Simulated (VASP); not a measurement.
Band structure of HfB2 (AlB2 type). These are PBEsol GGA with spin-orbit coupling, VASP's PBE PAW potentials (set 64) (plane waves; VASP 6.6.1) values and carry that method's errors.

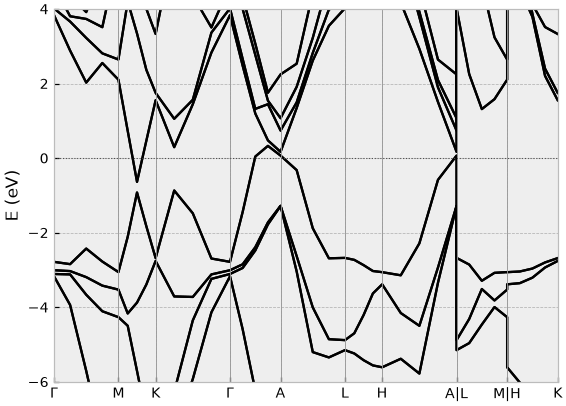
*Bands along high-symmetry lines, zero at the valence-band maximum or, without a gap, the Fermi level*

Task: Read the plot: is there a gap, and where are the band edges?

Result: It has no gap at this level: it comes out as a metal or semimetal.

The compound is HfB2 in the AlB2 type structure. It was relaxed first.
